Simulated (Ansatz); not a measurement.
CH7ClSi3

The calculation's input:

```
crystal:
  periodic: [false, false, false]
  atoms:
    - { symbol: Si, position_ang: [-1.2637, -0.555, 1.0873] }
    - { symbol: C, position_ang: [0.2929, 0.2694, 0.4555] }
    - { symbol: Si, position_ang: [1.3572, -0.9064, -0.2741] }
    - { symbol: Si, position_ang: [0.1132, 1.4811, -0.8079] }
    - { symbol: Cl, position_ang: [-0.9328, 0.8354, -2.5216] }
    - { symbol: H, position_ang: [-2.181, 0.5783, 1.614] }
    - { symbol: H, position_ang: [-0.9621, -1.445, 2.181] }
    - { symbol: H, position_ang: [-1.9831, -1.223, -0.0052] }
    - { symbol: H, position_ang: [0.7431, 0.7427, 1.377] }
    - { symbol: H, position_ang: [2.7672, -0.4033, -0.4821] }
    - { symbol: H, position_ang: [0.8708, -1.685, -1.3957] }
    - { symbol: H, position_ang: [1.2554, 2.2555, -1.1942] }
basis:
  gaussian: { orbitals: def2-SVP }
hamiltonian:
  xc: pbe
relax:
  f_tol: 0.015
  max_steps: 40
output:
  orbitals: {}
```

Run with:

```sh
ansatz run input.yaml --threads 2 --pin off --max-ram 3072MiB --backend cpu --events-out ev --progress --plain --runs-dir out
```

The fields are those of the relaxed geometry.

Computed with RKS PBE/def2-SVP (Ansatz 0.2.0).

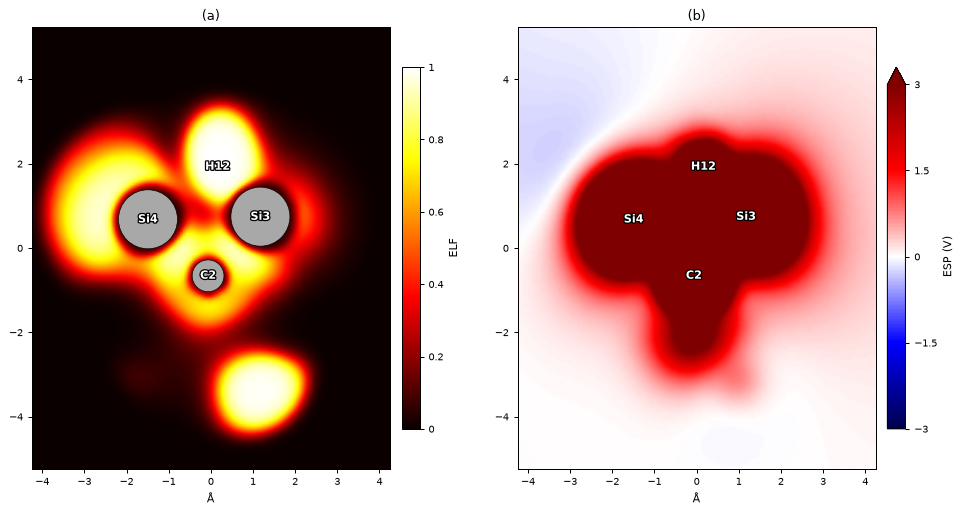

Figure 1. (a) ELF; (b) electrostatic potential on the plane of atoms Si3, C2 and Si4. Grey discs cover the atomic cores in the ELF map.

Question: Describe what can be read from this map.

Answer:
- The plane passes through C, Si and H nuclei.
- C–Si (1.87 Å): the ELF peaks at about 0.90 between the atoms, as expected for a shared electron pair.
- C–Si (1.96 Å): the ELF peaks at about 0.90 between the atoms, as expected for localised, covalent bonding.
- The ELF also peaks beside Si4, away from the bonds: lone-pair regions.
- The potential has no marked negative region in this plane.

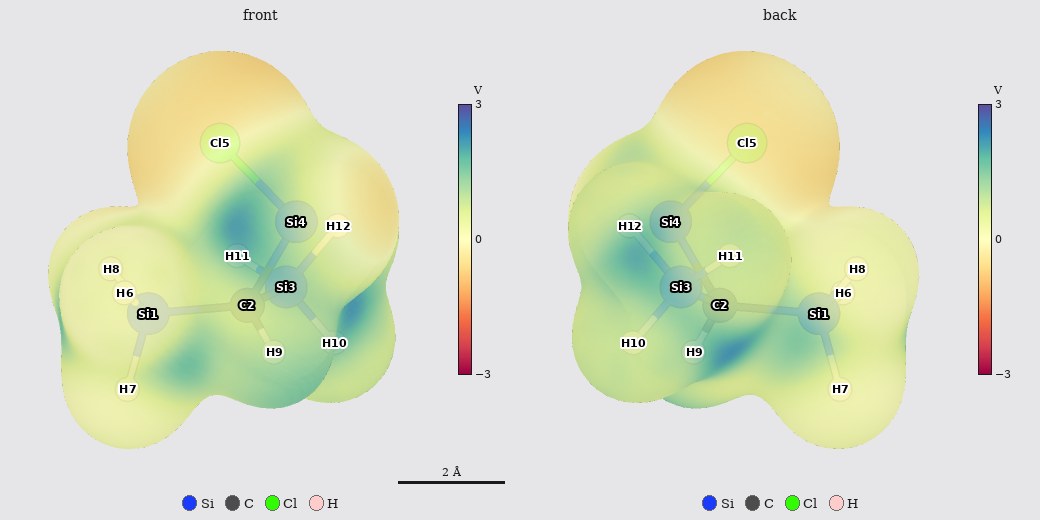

Figure 2. The electrostatic potential painted on the density surface at 0.004 e/bohr³, seen from the front and from behind; the colour scale runs from red (negative) to blue (positive).

Question: Which sites attract a positive test charge, and which a negative one?

Answer: A positive charge is drawn to the negative regions and a negative charge to the positive ones. The most negative region (about −0.6 V) lies over Cl5, the most positive (about +2.2 V) over Si3 and Si4.

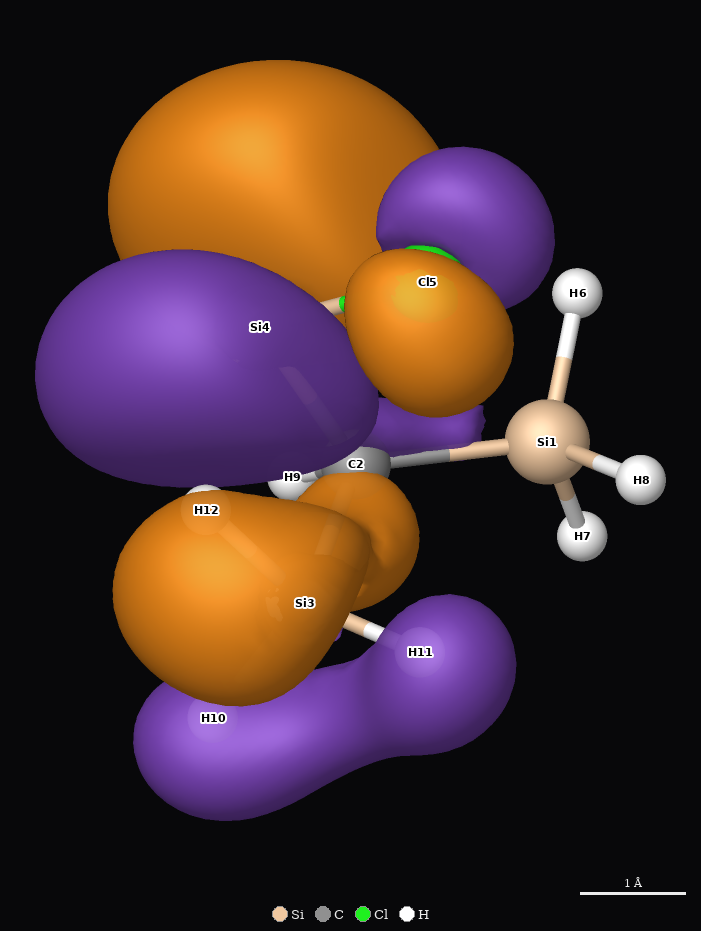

Figure 3. One frontier orbital at ±0.06 Å⁻³ᐟ² (orange and purple are the two phases), seen at an oblique angle.

Question: Which orbital is it: HOMO or LUMO?

Answer: The LUMO, at −2.56 eV. It lies mainly on Si4 (about 60 %), Si3 (about 15 %) and Cl5 (about 10 %).
